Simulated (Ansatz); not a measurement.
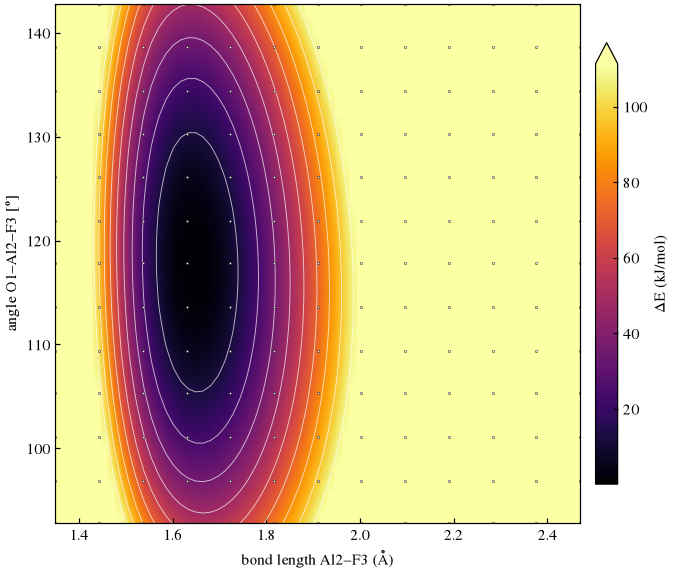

AlBrFHO, SMILES [OH][Al]([F])[Br]. 
- Coordinates scanned: (1) bond length Al2–F3; (2) angle O1–Al2–F3.
- Nothing is relaxed (all other coordinates rigid).
- The grid has 13 × 13 points.
- Points are written as (first, second).
- Energies are in kJ/mol, from the relaxed molecule at the same level.
- The reference is spin-restricted, which grows unreliable where a bond is stretched far.
- Level of theory: RKS CAM-B3LYP-D4/def2-SVP in Ansatz 0.2.0.

In the figure: a smooth colour map with a few white contour lines, dots at the grid points, one colour for all values above the top of the scale. Between grid points the surface is interpolated.

> Where is the minimum, and how stiff is the well along each coordinate?

The interpolated minimum is at bond length Al2–F3 ≈ 1.646 Å, angle O1–Al2–F3 ≈ 117.8°. The curvatures there are about 33 eV/Å² and 5.2 eV/rad², with a cross term of about 0.9 eV/(Å·rad). Round the minimum the two coordinates are weakly coupled (coupling 0.07 in units of the two stiffnesses). (1 eV is 96.5 kJ/mol.)
